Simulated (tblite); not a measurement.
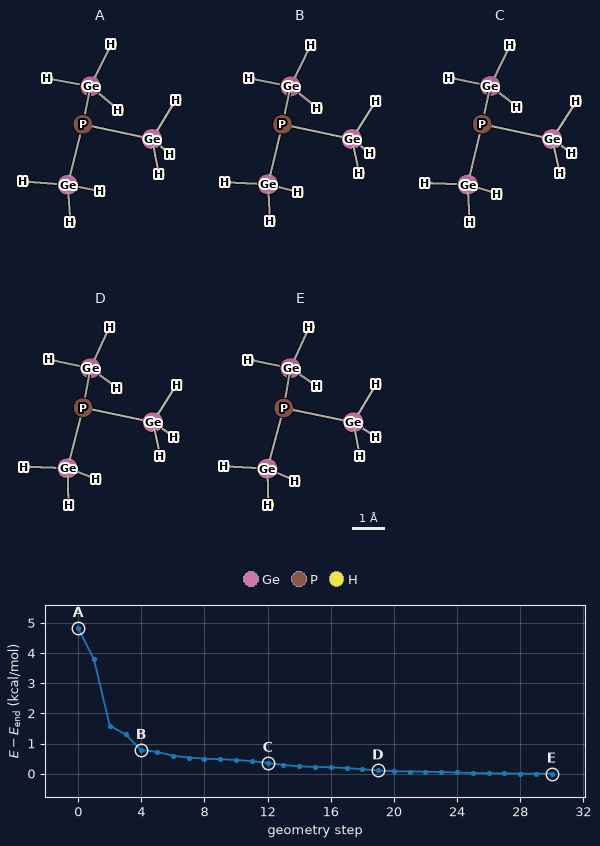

Frames of a relaxation of Ge3PH9, marked on the history of the run. The picture is a ball-and-stick view, seen at a tilt.

Theory: GFN2-xTB geometry optimisation, gas phase in tblite. 

Question: What happens along the run?

Answer: After 30 geometry steps the energy has fallen by 4.83 kcal/mol. The atom that moves furthest after the best rigid fit is an H atom (0.26 Å). By element the largest moves are H 0.26 Å, P 0.05 Å, Ge 0.05 Å. Some distances before and after: Ge–H 1.563 → 1.502 Å, Ge–P 2.281 → 2.301 Å. Among the angles between lasting bonds that change: P–Ge–H 109.6° → 116.7°, P–Ge–H 110.6° → 116.7°, H–Ge–H 110.4° → 106.9°. The run took 0.33 s on 1 thread of Intel(R) Xeon(R) Platinum 8259CL CPU @ 2.50GHz (shared host). From step 0 to 4: an H atom moves most (0.07 Å), energy −4.05 kcal/mol. From step 4 to 12: H atoms move most (0.06 Å), energy −0.43 kcal/mol. From step 12 to 19: H atoms move most (0.08 Å), energy −0.25 kcal/mol. From step 19 to 30: H atoms move most (0.07 Å), energy −0.11 kcal/mol.

```json
{"step": "0", "E − E(0), kcal/mol": "0.00"}
{"step": "1", "E − E(0), kcal/mol": "-1.04"}
{"step": "2", "E − E(0), kcal/mol": "-3.23"}
{"step": "3", "E − E(0), kcal/mol": "-3.53"}
{"step": "4", "E − E(0), kcal/mol": "-4.05"}
{"step": "5", "E − E(0), kcal/mol": "-4.11"}
{"step": "6", "E − E(0), kcal/mol": "-4.23"}
{"step": "7", "E − E(0), kcal/mol": "-4.30"}
{"step": "8", "E − E(0), kcal/mol": "-4.33"}
{"step": "9", "E − E(0), kcal/mol": "-4.35"}
{"step": "10", "E − E(0), kcal/mol": "-4.37"}
{"step": "11", "E − E(0), kcal/mol": "-4.41"}
{"step": "12", "E − E(0), kcal/mol": "-4.47"}
{"step": "13", "E − E(0), kcal/mol": "-4.54"}
{"step": "14", "E − E(0), kcal/mol": "-4.59"}
{"step": "15", "E − E(0), kcal/mol": "-4.61"}
{"step": "16", "E − E(0), kcal/mol": "-4.62"}
{"step": "17", "E − E(0), kcal/mol": "-4.65"}
{"step": "18", "E − E(0), kcal/mol": "-4.68"}
{"step": "19", "E − E(0), kcal/mol": "-4.73"}
{"step": "21", "E − E(0), kcal/mol": "-4.76"}
{"step": "22", "E − E(0), kcal/mol": "-4.77"}
{"step": "23", "E − E(0), kcal/mol": "-4.78"}
{"step": "24", "E − E(0), kcal/mol": "-4.79"}
{"step": "25", "E − E(0), kcal/mol": "-4.81"}
{"step": "26", "E − E(0), kcal/mol": "-4.82"}
{"step": "27", "E − E(0), kcal/mol": "-4.82"}
{"step": "28", "E − E(0), kcal/mol": "-4.83"}
{"step": "29", "E − E(0), kcal/mol": "-4.83"}
{"step": "30", "E − E(0), kcal/mol": "-4.83"}
```
